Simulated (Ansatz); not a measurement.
Start from GaP in the zinc blende structure (space group F-43m, No. 216; a = 5.391 Å).

Perturbation: a hydrostatic pressure of 0.9 GPa.

Level of theory: Ansatz (a program for electronic structure), LDA, PAW, cutoff 420 eV, no spin-orbit coupling.

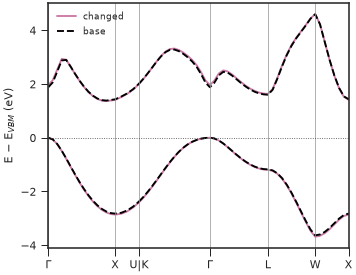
Figure: Highest valence and lowest conduction band along the path, each from its own valence-band maximum

Problem. From the figure, how large is the changed gap, and is it direct?

Solution. About 1.4 eV, indirect, Γ → Γ–X (87 % along).

Load acts through the strain it causes; cell and atoms are relaxed under it. Whether these cells are dynamically stable was not tested.
